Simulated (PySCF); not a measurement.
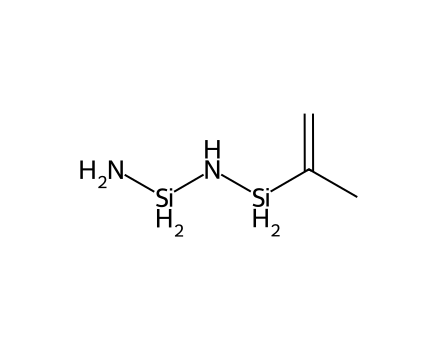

Figure made from data computed with PySCF.

Skeletal drawing of a molecule.

Question: Transcribe the drawing into SMILES.

Answer: C=C(C)[SiH2]N[SiH2]N

Question: Give the formula, hydrogens included.

Answer: C3H12N2Si2.

Question: An optimisation with GFN2-xTB gave a structure of which point group?

Answer: C1. Other conformers may differ.
